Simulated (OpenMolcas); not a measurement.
**CF (SMILES [C]F): UPBE0/def2-SVP**

We compute an optimisation with harmonic vibrations of CF. 

The calculation is run with OpenMolcas 26.06.

## Step 1: The structure to begin with

CF has 2 atoms, charge 0, and is taken as a doublet. As SMILES, `[C]F`. Geometry: relaxed at PBE0-D4/def2-TZVP. The run starts from this shape.

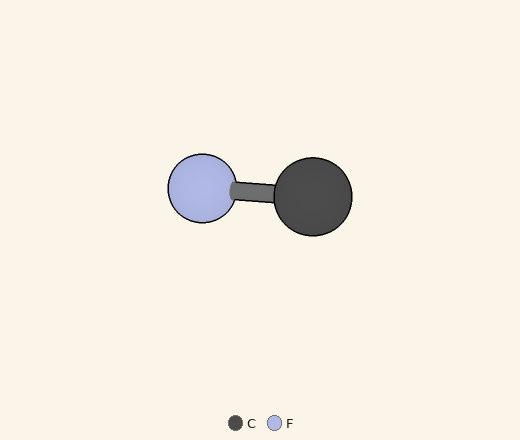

Viewed from a chosen angle; carbon dark grey, fluorine light blue.

## Step 2: An optimisation with harmonic vibrations at UPBE0/def2-SVP

The input, mol.inp:

```
&GATEWAY
BasLib = $CurrDir
Coord
2
angstrom
C        0.000000       0.000000       0.003080
F        0.000000       0.000000       1.271320
Basis = def2-SVP
Group = NoSym
>>> EXPORT MOLCAS_MAXITER=50
>>> Do While
&SEWARD
&SCF
UHF
Spin = 2
KSDFT = PBE0
PrOrbitals = 0
&SLAPAF
>>> EndDo
>>> COPY $Project.Opt.xyz $CurrDir/final.xyz
>>> COPY $Project.slapaf.h5 $CurrDir/final.slapaf.h5
&MCKINLEY
```

The basis set def2-SVP is read from a file made from the Basis Set Exchange's data (not shown).

Command:

```bash
$ export MOLCAS_MEM=1860
$ pymolcas mol.inp > mol.log
```

The log of the run:

```text
--- Start Module: gateway ---
[...]
--- Stop Module: gateway /rc=_RC_ALL_IS_WELL_ ---
[...]
      Basis functions           28
[...]
       Convergence after  11 Iterations
[...]
::    Total KS-DFT energy                            -137.5276053295
[...]
 *              Molecular gradients               *
 **************************************************
  Irreducible representation: a
 ------------------------------------------------------------------------------------------
                              X                       Y                       Z
 ------------------------------------------------------------------------------------------
  C1               -3.00687343522970E-16    3.83859926518037E-16   -2.77968145774921E-03
  F2                3.03777319714553E-16   -3.83914136626662E-16    2.77968145775631E-03
 ------------------------------------------------------------------------------------------
[...]
 Geometry is converged in   3 iterations to a Minimum Structure
*****************************************************************************************************************
*****************************************************************************************************************
++ Geometry section
********************************************************************************
  Geometrical information of the final structure
********************************************************************************
  NOTE: on convergence the final predicted structure will be printed here.
  This is not identical to the structure printed in the head of the output.
 *********************************************************
[...]
       Convergence after   2 Iterations
[...]
::    Total KS-DFT energy                            -137.5276126278
[...]
      Total spin, S                                     0.5016033147
[...]
      Total electronic charge=   15.000000
      Total            charge=   -0.000000
[...]
      Dipole Moment (debye):
      Origin of the operator (angstrom)=    0.0000    0.0000    0.7801
                   X= -2.9307E-16               Y= -2.7785E-16               Z=  8.7161E-01           Total=  8.7161E-01
      Quadrupole Moment (debye*angstrom):
[...]
--- Start Module: alaska ---
[...]
--- Stop Module: alaska /rc=_RC_ALL_IS_WELL_ ---
--- Start Module: slapaf ---
[...]
     Frequency:      1388.37
[...]
        Frequency:         1388.37 cm-1
      ---------------------------------
[...]
--- Stop Module: slapaf /rc=_RC_ALL_IS_WELL_ ---
[...]
```

Run time: 11 s. Hardware: 1 thread of Arm Neoverse V2, shared host; peak memory 0.37 GiB.

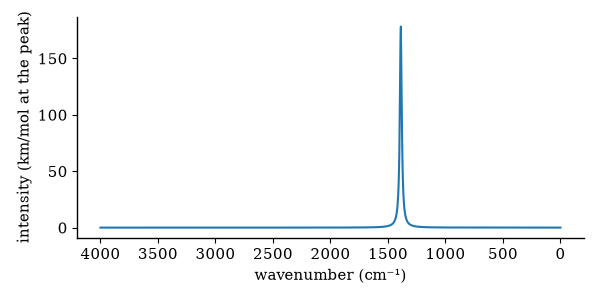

Harmonic infrared spectrum, unscaled, lines broadened by 10 cm⁻¹.

## Step 3: What came out

Level: UPBE0/def2-SVP.

| quantity | value |
| --- | --- |
| total energy | -137.52761 Eh |
| dipole moment | 0.87 D |
| HOMO energy (highest over α and β) | -6.06 eV |
| LUMO energy (lowest over α and β) | -2.57 eV |
| ⟨S²⟩ | 0.753 |
| harmonic wavenumber | 1388 cm⁻¹ |
| zero-point energy | 8.3 kJ/mol |
| ideal-gas entropy at 298.15 K and 1 atm (symmetry number 1 as used), without the spin term R ln(2S+1) | 48.1 cal/(mol K) |

At the final geometry: Bond lengths: C1–F2 1.265 Å. The one mode is real, so the shape is a minimum at this level.
